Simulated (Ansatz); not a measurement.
Process, species as SMILES: C#C (C2H2) → 2 C atom + 2 H atom
B3LYP-D3(BJ)/def2-TZVP geometries, fixed; electronic energies without zero-point terms.
Largest species:
```xyz
4

C      0.0000     0.0000    -0.5984
C      0.0000     0.0000     0.5984
H      0.0000     0.0000     1.6611
H      0.0000     0.0000    -1.6611
```

Basis-set convergence of the atomisation energy at PBE with Ansatz (a first-principles code). Cartesian d functions, on some or all atoms, in 6-31G**, 6-31+G*; all else is spherical. The program fits the integrals of some runs and decomposes those of others, by size. Open shells are unrestricted. No added dispersion term, no relativity. Functions are those of the species that has most. Reference: the value in aug-pcseg-3, 414.88 kcal/mol, itself unsure by roughly 0.15 kcal/mol (its mean distance from aug-cc-pVQZ, cc-pV5Z, def2-QZVPPD). Deviations are taken from unrounded values.

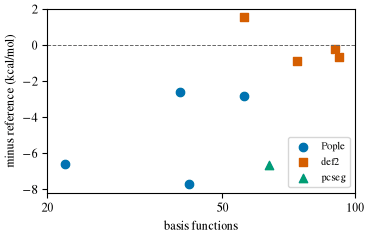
*Deviation from the reference against the number of basis functions, by family of sets.*

```tsv
basis	functions	atomisation energy (kcal/mol)	minus reference (kcal/mol)
3-21G	22	408.27	-6.61
6-31G**	40	412.25	-2.63
6-31+G*	42	407.16	-7.72
6-311+G**	56	412.06	-2.82
def2-SVPD	56	416.42	1.54
aug-pcseg-1	64	408.20	-6.68
def2-TZVP	74	414.00	-0.89
def2-TZVPP	90	414.64	-0.24
def2-TZVPD	92	414.19	-0.69
```
